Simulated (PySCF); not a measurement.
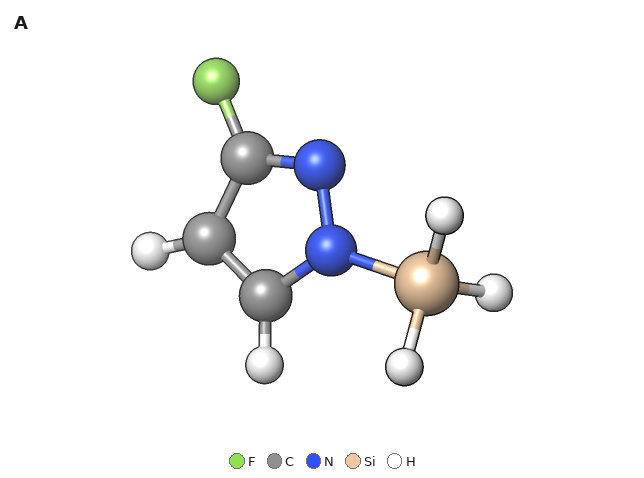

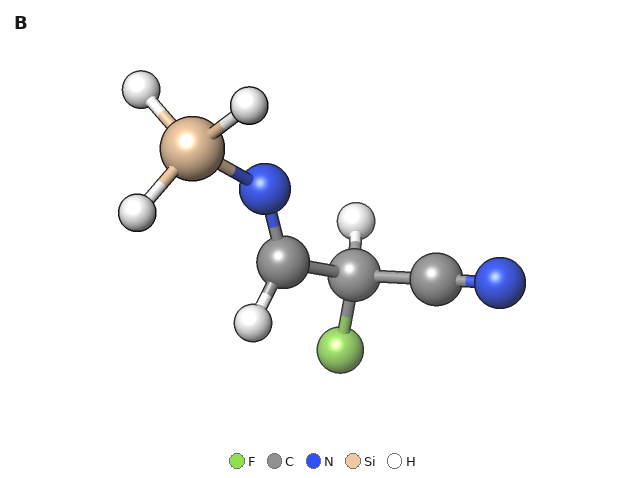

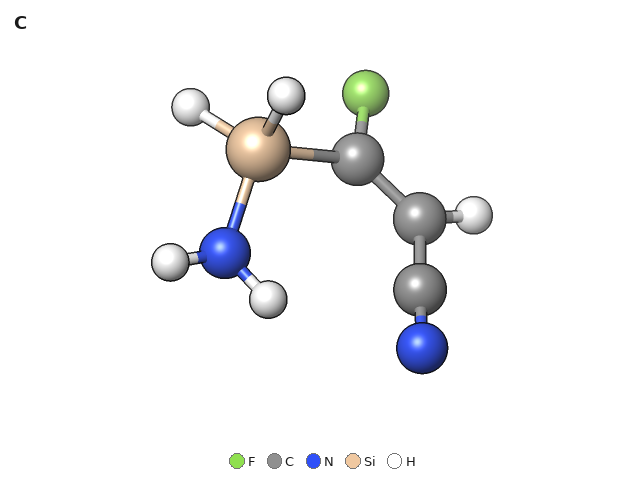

3 stationary structures of one formula. Geometries: GFN2-xTB. Electronic energies: CAM-B3LYP/def2-SVPD (PySCF 2.14.0), without zero-point energy. No frequency run is at hand to confirm each as a minimum. Each is one conformer, not always the lowest.

**Which structure is the most stable?**

A is lowest; C lies 0.126 eV above it, B lies 1.011 eV above it. A is `Fc1ccn([SiH3])n1`, B is `N#C[C@@H](F)/C=N/[SiH3]`, C is `N#C/C=C(/F)[SiH2]N`.

The geometry is semi-empirical. Around Si such bond lengths and angles can be off by a tenth of an ångström or more and by several degrees, and values that hang on the shape move with them.
